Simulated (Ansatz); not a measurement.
# Nudged elastic band of SiNH₇O₂

SiNH₇O₂, computed with RKS PBE0-D4/def2-SVP (Ansatz 0.2.0).

Figures and captions count atoms from 1; the log counts them from 0 in places.

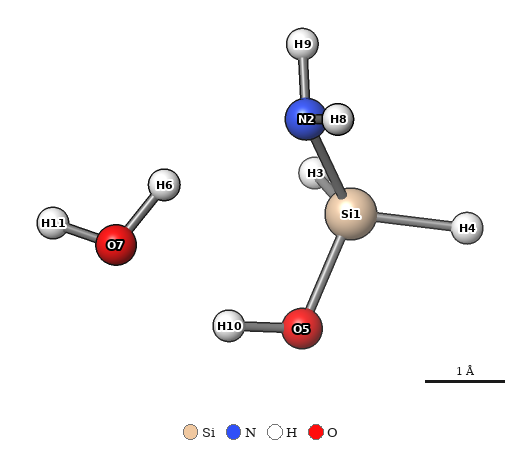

*The structure as given in the input (ball-and-stick view, seen at a tilt; atoms are numbered from 1 in the order of the input).*

Bond lengths as drawn: H–N 1.01 Å, H–O 0.96 to 0.98 Å, H–Si 1.48 to 1.49 Å, N–Si 1.74 Å and O–Si 1.63 Å.

## Input
```yaml
crystal:
  periodic: [false, false, false]
  atoms:
    - {symbol: Si, position_ang: [-1.161571, 0.527752, 0.000962]}
    - {symbol: N, position_ang: [-0.518383, -1.070872, 0.275381]}
    - {symbol: H, position_ang: [-1.452155, 0.539158, -1.459253]}
    - {symbol: H, position_ang: [-2.396310, 0.827845, 0.766838]}
    - {symbol: O, position_ang: [-0.067768, 1.637777, 0.476181]}
    - {symbol: H, position_ang: [1.392743, -0.592699, -0.096330]}
    - {symbol: O, position_ang: [2.136434, 0.038615, -0.139531]}
    - {symbol: H, position_ang: [-0.479201, -1.402553, 1.229793]}
    - {symbol: H, position_ang: [-0.872749, -1.806816, -0.319333]}
    - {symbol: H, position_ang: [0.849613, 1.407858, 0.248406]}
    - {symbol: H, position_ang: [2.569349, -0.106067, -0.983114]}
basis:
  gaussian: {orbitals: def2-SVP}
hamiltonian: {xc: pbe0, dispersion: d4}
neb:
  images: 5
  climbing: true
  max_iterations: 40
  initial_path: idpp
  final_atoms:
    - {symbol: Si, position_ang: [-0.221289, 0.567405, -0.405517]}
    - {symbol: N, position_ang: [-0.177524, -1.250052, 0.710924]}
    - {symbol: H, position_ang: [-0.160916, 1.876735, -1.184614]}
    - {symbol: H, position_ang: [-1.660907, 0.215767, -0.586705]}
    - {symbol: O, position_ang: [0.214515, 1.168483, 1.093519]}
    - {symbol: H, position_ang: [0.765553, -1.393150, 1.053163]}
    - {symbol: O, position_ang: [0.877217, -0.299413, -1.322164]}
    - {symbol: H, position_ang: [-0.805243, -1.197175, 1.503846]}
    - {symbol: H, position_ang: [-0.432008, -2.035748, 0.124867]}
    - {symbol: H, position_ang: [0.376530, 2.112475, 1.051494]}
    - {symbol: H, position_ang: [1.224073, 0.234672, -2.038813]}
```

Launch command:
```bash
ansatz run in.yaml --threads 4 --pin off --events-out ev --progress --plain --max-ram 9574MiB
```

## What the program printed
```
Functional definition: PBE0
  name "PBE0"
  cite "Adamo & Barone, J. Chem. Phys. 110, 6158 (1999) doi:10.1063/1.478522"
  cite "Perdew, Burke & Ernzerhof, Phys. Rev. Lett. 77, 3865 (1996) doi:10.1103/PhysRevLett.77.3865"
  parent pbe
  parameter a = 0.25
  parameter kappa = 0.804
  parameter beta = 0.06672455060314922
  exchange = (1 - a)*pbe_x(kappa = kappa, mu = beta*pi^2/3) + a*exact_x
  correlation = pbe_c(beta = beta)
994 factors; integrals over basis functions are off by at most 6.3e-4 eV
mean field evaluation 1: about -13551.8342 eV, gradient 7.4e1 eV
mean field evaluation 2: about -13543.0134 eV, gradient 9.9e1 eV
mean field evaluation 4: about -13561.3900 eV, gradient 4.2e0 eV
mean field evaluation 8: about -13561.4361 eV, gradient 1.3e-1 eV
mean field -13561.43617271 eV, -498.3735870754 hartree, gradient 3.5e-5 eV, S^2 0.000000; 0 other end points of the search recorded, 0 dependent functions left out
the calculation of the forces begins
reference -13561.43619925 eV, -498.3735880509 hartree; 22, 22 occupied and 73, 73 virtual orbitals, 994 factors
994 factors; integrals over basis functions are off by at most 1.3e-3 eV
mean field evaluation 16: about -13552.3872 eV, gradient 7.3e1 eV
mean field -13561.65257793 eV, -498.3815398206 hartree, gradient 4.1e-5 eV, S^2 0.000000; 0 other end points of the search recorded, 0 dependent functions left out
[... from here on the field's lines of each further geometry are left out, up to the last ...]
WARN: NEB end point (image 0): max|allowed force component| = 4.796e-1 eV/Å (the criterion of neb.relax_end_points is 1.000e-2). That is over neb.f_tol: it is no minimum, so the barrier can be far off. Relax it first
WARN: NEB end point (image 6): max|allowed force component| = 4.696e-1 eV/Å (the criterion of neb.relax_end_points is 1.000e-2). That is over neb.f_tol: it is no minimum, so the barrier can be far off. Relax it first
NEB iter   1: max|band force component| = 5.122e0 eV/Å  barrier→ = 3.9959 eV  barrier← = 4.2203 eV  Δτ_max = 0.2000 Å  (179 SCF iters)
NEB iter   2: max|band force component| = 3.275e0 eV/Å  barrier→ = 2.2004 eV  barrier← = 2.4249 eV  Δτ_max = 0.2000 Å  (152 SCF iters)
NEB iter   3: max|band force component| = 1.225e1 eV/Å  barrier→ = 1.7978 eV  barrier← = 2.0222 eV  Δτ_max = 0.1016 Å  (142 SCF iters)
NEB iter   4: max|band force component| = 1.389e0 eV/Å  barrier→ = 1.3010 eV  barrier← = 1.5254 eV  Δτ_max = 0.1999 Å  (135 SCF iters)
NEB iter   5: max|band force component| = 1.049e0 eV/Å  barrier→ = 1.0360 eV  barrier← = 1.2604 eV  Δτ_max = 0.1990 Å  (134 SCF iters)
NEB iter   6: max|band force component| = 9.821e-1 eV/Å  barrier→ = 0.8743 eV  barrier← = 1.0987 eV  Δτ_max = 0.1990 Å  (133 SCF iters)
NEB iter   7: max|band force component| = 3.897e-1 eV/Å  barrier→ = 0.7213 eV  barrier← = 0.9457 eV  CI = image 3  Δτ_max = 0.2000 Å  (128 SCF iters)
NEB iter   8: max|band force component| = 6.403e-1 eV/Å  barrier→ = 0.9269 eV  barrier← = 1.1513 eV  CI = image 3  Δτ_max = 0.0995 Å  (133 SCF iters)
NEB iter   9: max|band force component| = 5.387e-1 eV/Å  barrier→ = 0.9534 eV  barrier← = 1.1778 eV  CI = image 3  Δτ_max = 0.0604 Å  (123 SCF iters)
NEB iter  10: max|band force component| = 2.511e-1 eV/Å  barrier→ = 0.9416 eV  barrier← = 1.1660 eV  CI = image 3  Δτ_max = 0.0360 Å  (121 SCF iters)
NEB iter  11: max|band force component| = 8.525e-2 eV/Å  barrier→ = 0.9337 eV  barrier← = 1.1581 eV  CI = image 3  Δτ_max = 0.0243 Å  (120 SCF iters)
NEB iter  12: max|band force component| = 5.694e-2 eV/Å  barrier→ = 0.9314 eV  barrier← = 1.1558 eV  CI = image 3  Δτ_max = 0.0178 Å  (122 SCF iters)
NEB iter  13: max|band force component| = 5.135e-2 eV/Å  barrier→ = 0.9306 eV  barrier← = 1.1550 eV  CI = image 3  Δτ_max = 0.0211 Å  (116 SCF iters)
the calculation of the forces begins
reference -13561.47643198 eV, -498.3750665764 hartree; 22, 22 occupied and 73, 73 virtual orbitals, 994 factors
these checks for a lower state are left out or cut short: stability, starts, cluster_reference, orbital_swaps, neighbouring_geometries, increment
994 factors; integrals over basis functions are off by at most 1.3e-3 eV
mean field evaluation 832: about -13561.6321 eV, gradient 5.1e-5 eV
mean field -13561.63214603 eV, -498.3807889623 hartree, gradient 1.0e-6 eV, S^2 0.000000; 0 other end points of the search recorded, 0 dependent functions left out
the calculation of the forces begins
reference -13561.63217242 eV, -498.3807899320 hartree; 22, 22 occupied and 73, 73 virtual orbitals, 994 factors
NEB iter  14: max|band force component| = 4.939e-2 eV/Å  barrier→ = 0.9298 eV  barrier← = 1.1542 eV  CI = image 3  CI's point: of a kind that is not told: the force calls were inconclusive, a negative curvature could not be distinguished from the path's own, the only one lies far off the path, or fixed occupations may fill a level only in part  Δτ_max = 0.0000 Å  (958 SCF iters)
```

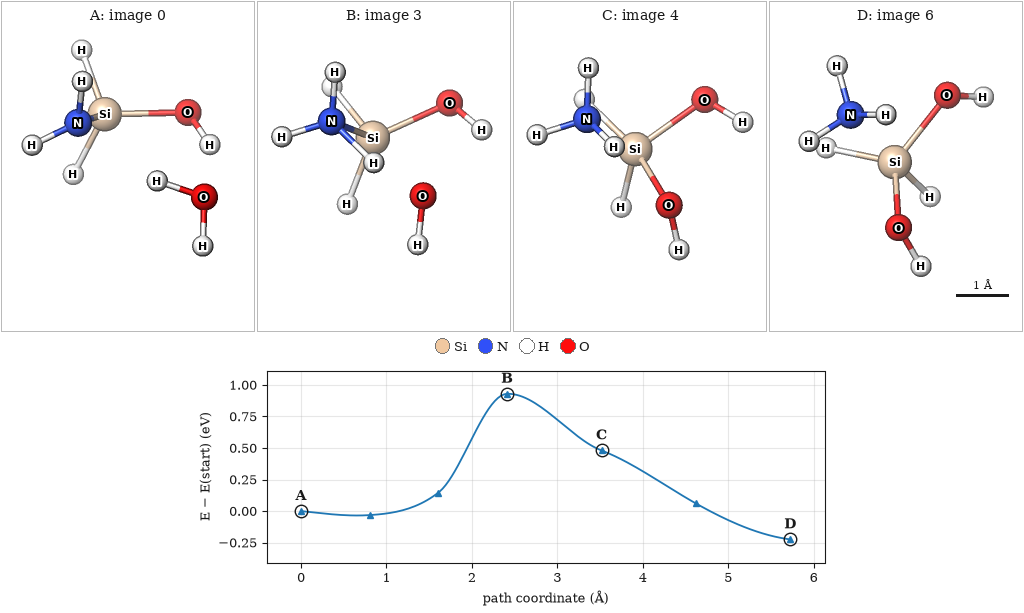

*Images of the last band (counted from 0; ball-and-stick, seen at a tilt) above the energy along the path; the line is a cubic interpolation that uses the forces.*

The highest image is number 3, 0.930 eV above the start and 1.154 eV above the end (the climbing image); the end lies 0.224 eV below the start. The path is 5.73 Å long. The band converged in 14 iterations. The end points carry forces over 0.1 eV/Å, so they aren't fully relaxed minima and the barriers are approximate.

```
Total energy: -13560.65500145 eV, -498.3448795612 hartree
Atom 0 at    -0.572916     0.574336    -0.161854 Å, force     0.010557     0.004968    -0.004508 eV/Å
Atom 1 at    -0.310520    -1.129665     0.621262 Å, force    -0.052505    -0.028337    -0.013418 eV/Å
Atom 2 at    -0.863980     0.425276    -1.623704 Å, force     0.008450    -0.009695    -0.004573 eV/Å
Atom 3 at    -1.953260     0.842886     0.387999 Å, force    -0.003776     0.001735     0.011841 eV/Å
Atom 4 at     0.208144     1.843183     0.576938 Å, force     0.003952     0.013031     0.012854 eV/Å
Atom 5 at     0.757185    -0.999644     0.092337 Å, force     0.032750     0.022666    -0.009408 eV/Å
Atom 6 at     1.349412    -0.064298    -0.596756 Å, force    -0.023273    -0.001933     0.012167 eV/Å
Atom 7 at    -0.365640    -1.152056     1.639260 Å, force     0.011735     0.010853    -0.001068 eV/Å
Atom 8 at    -0.909852    -1.863932     0.245480 Å, force     0.000995    -0.003140     0.013090 eV/Å
Atom 9 at     1.145207     1.765607     0.347428 Å, force    -0.005162    -0.004578    -0.000568 eV/Å
Atom 10 at     1.516223    -0.241694    -1.528390 Å, force     0.016277    -0.005570    -0.016410 eV/Å
Dipole moment:     0.053773    -0.802179    -0.043669 e Å
```

## The last band as extended XYZ (Å, eV, eV/Å)
```
11
Properties=species:S:1:pos:R:3:forces:R:3 image=0 energy=-13561.58478
Si   -1.1616    0.5278    0.0010   -0.3267  -0.0422  -0.1772
N    -0.5184   -1.0709    0.2754    0.2385  -0.0269  -0.0846
H    -1.4522    0.5392   -1.4593   -0.0568  -0.0362  -0.1385
H    -2.3963    0.8278    0.7668   -0.1408   0.0059   0.0471
O    -0.0678    1.6378    0.4762    0.3073   0.4796   0.2316
H     1.3927   -0.5927   -0.0963   -0.0732  -0.0936  -0.0116
O     2.1364    0.0386   -0.1395   -0.0631   0.2252   0.2359
H    -0.4792   -1.4026    1.2298    0.0221  -0.1025   0.2672
H    -0.8727   -1.8068   -0.3193   -0.0921  -0.2296  -0.1587
H     0.8496    1.4079    0.2484    0.2231  -0.1250  -0.0433
H     2.5693   -0.1061   -0.9831   -0.0384  -0.0545  -0.1679
11
Properties=species:S:1:pos:R:3:forces:R:3 image=1 energy=-13561.61637
Si   -1.0386    0.5489   -0.0185   -0.0113  -0.0012   0.0016
N    -0.5056   -1.0781    0.3984   -0.0038   0.0050  -0.0016
H    -1.1087    0.5076   -1.5136   -0.0228  -0.0014   0.0012
H    -2.3694    0.9270    0.5337   -0.0054   0.0057   0.0138
O     0.0475    1.6242    0.5961    0.0014  -0.0016  -0.0114
H     1.3279   -0.6458   -0.0561    0.0097   0.0047   0.0003
O     2.0427   -0.0138   -0.2910    0.0147   0.0000   0.0101
H    -0.5284   -1.3293    1.3847    0.0002  -0.0022  -0.0049
H    -0.8946   -1.8445   -0.1457   -0.0028   0.0028  -0.0061
H     0.9579    1.3428    0.3660   -0.0007  -0.0115  -0.0119
H     2.0692   -0.0390   -1.2540    0.0209  -0.0002   0.0090
11
Properties=species:S:1:pos:R:3:forces:R:3 image=2 energy=-13561.43769
Si   -0.8501    0.5421   -0.0345   -0.2048  -0.0136   0.0985
N    -0.4295   -1.0882    0.5358   -0.1097   0.0657  -0.0148
H    -0.7965    0.4645   -1.5307   -0.0135  -0.0268   0.0908
H    -2.2349    0.8849    0.3648   -0.1904   0.1042   0.0369
O     0.0803    1.7087    0.6779   -0.0393  -0.0777  -0.0059
H     1.1521   -0.7489   -0.1078    0.2828   0.1814  -0.1544
O     1.7639   -0.0735   -0.5082    0.3378  -0.0493   0.0121
H    -0.4688   -1.2334    1.5427   -0.0370   0.0224   0.0015
H    -0.9034   -1.8631    0.0761   -0.0334   0.0262   0.0057
H     1.0142    1.5862    0.4442   -0.0376  -0.1604  -0.0628
H     1.6728   -0.1794   -1.4604    0.0451  -0.0721  -0.0076
11
Properties=species:S:1:pos:R:3:forces:R:3 image=3 energy=-13560.65498
Si   -0.5729    0.5743   -0.1619    0.0106   0.0050  -0.0045
N    -0.3105   -1.1297    0.6213   -0.0525  -0.0283  -0.0134
H    -0.8640    0.4253   -1.6237    0.0084  -0.0097  -0.0046
H    -1.9533    0.8429    0.3880   -0.0038   0.0017   0.0118
O     0.2081    1.8432    0.5769    0.0040   0.0130   0.0129
H     0.7572   -0.9996    0.0923    0.0328   0.0227  -0.0094
O     1.3494   -0.0643   -0.5968   -0.0233  -0.0019   0.0122
H    -0.3656   -1.1521    1.6393    0.0117   0.0109  -0.0011
H    -0.9099   -1.8639    0.2455    0.0010  -0.0031   0.0131
H     1.1452    1.7656    0.3474   -0.0052  -0.0046  -0.0006
H     1.5162   -0.2417   -1.5284    0.0163  -0.0056  -0.0164
11
Properties=species:S:1:pos:R:3:forces:R:3 image=4 energy=-13561.10399
Si   -0.3954    0.5528   -0.3712    0.0233  -0.0151  -0.0555
N    -0.2480   -1.1264    0.8641   -0.0179  -0.0078   0.0383
H    -0.8769    0.7236   -1.8034    0.0242   0.1195  -0.0567
H    -1.7791    0.6546    0.2598    0.0471  -0.0939  -0.0387
O     0.2930    1.8397    0.4555    0.0054  -0.0087   0.0186
H     0.7032   -1.4307    0.6499    0.0031  -0.1097   0.1350
O     1.0989   -0.2100   -0.8904   -0.0321  -0.0296  -0.0863
H    -0.3786   -0.9360    1.8561   -0.0196   0.0267   0.0367
H    -0.9071   -1.8525    0.5836    0.0095  -0.0027   0.0480
H     1.2287    1.8772    0.2257    0.0018   0.0400   0.0097
H     1.2613   -0.0924   -1.8296   -0.0449   0.0813  -0.0491
11
Properties=species:S:1:pos:R:3:forces:R:3 image=5 energy=-13561.52397
Si   -0.3642    0.5346   -0.4818    0.0075  -0.0026  -0.0351
N    -0.1472   -1.0348    1.0610    0.0288   0.0106   0.0470
H    -0.6630    1.2403   -1.7995    0.1193   0.2332  -0.0085
H    -1.7788    0.3945   -0.0078   -0.0199  -0.1292  -0.1350
O     0.4027    1.6389    0.5201    0.0086  -0.0849   0.0712
H     0.7836   -1.4275    0.9353    0.0376  -0.0053   0.0973
O     0.7443   -0.5662   -1.1573   -0.1067  -0.1213  -0.0844
H    -0.2708   -0.7237    2.0219    0.0137   0.0415   0.0400
H    -0.8254   -1.7718    0.8688    0.0371   0.0082   0.0558
H     1.1784    2.0231    0.1019   -0.0455   0.0742   0.0227
H     0.9402   -0.3075   -2.0627   -0.0805  -0.0244  -0.0710
11
Properties=species:S:1:pos:R:3:forces:R:3 image=6 energy=-13561.80919
Si   -0.3020    0.4744   -0.4680   -0.4162   0.0903  -0.0217
N    -0.0187   -0.9699    1.0764   -0.0699   0.1717  -0.1767
H    -0.4116    1.5045   -1.5869   -0.0271   0.1301  -0.1388
H    -1.7365    0.3592   -0.0707   -0.1246  -0.0081   0.0324
O     0.6861    1.3507    0.5587    0.3193   0.1180   0.4094
H     0.9688   -1.1910    1.1310    0.2459  -0.0640   0.0235
O     0.3228   -0.7861   -1.3730    0.2192  -0.4696  -0.1217
H    -0.3176   -0.5999    1.9704   -0.0589   0.0839   0.2418
H    -0.5297   -1.8193    0.8695   -0.1137  -0.2329  -0.0438
H     0.9017    2.2054    0.1819    0.0185   0.1220  -0.0736
H     0.4367   -0.5281   -2.2892    0.0076   0.0585  -0.1309
```

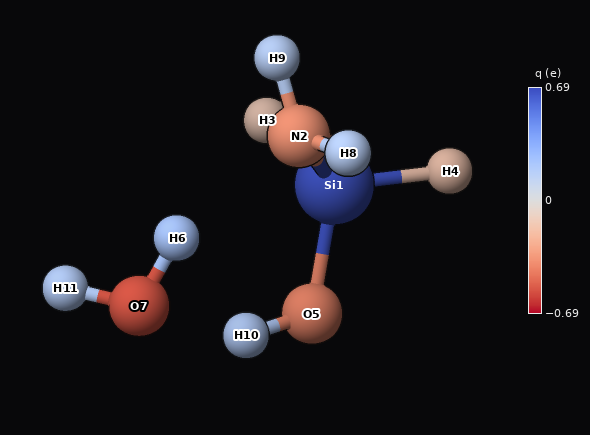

*Mulliken charges, as the colour of each atom (ball-and-stick view, seen at a tilt; atoms are numbered from 1 in the order of the input).*

By element: Si +0.66, N −0.36, H −0.16 to +0.23 and O −0.54 to −0.40 e.

## Key numbers

```json
{"quantity": "outcome", "value": "converged"}
{"quantity": "barrier, forward", "value": "0.930 eV"}
{"quantity": "barrier, backward", "value": "1.154 eV"}
{"quantity": "dipole moment (one image of the band)", "value": "3.87 D"}
{"quantity": "hardware", "value": "4 threads of Arm Neoverse N1, 23 GiB of memory available, shared host"}
{"quantity": "wall time", "value": "2.8 min (CPU time 10 min)"}
{"quantity": "peak memory", "value": "0.46 GiB"}
```
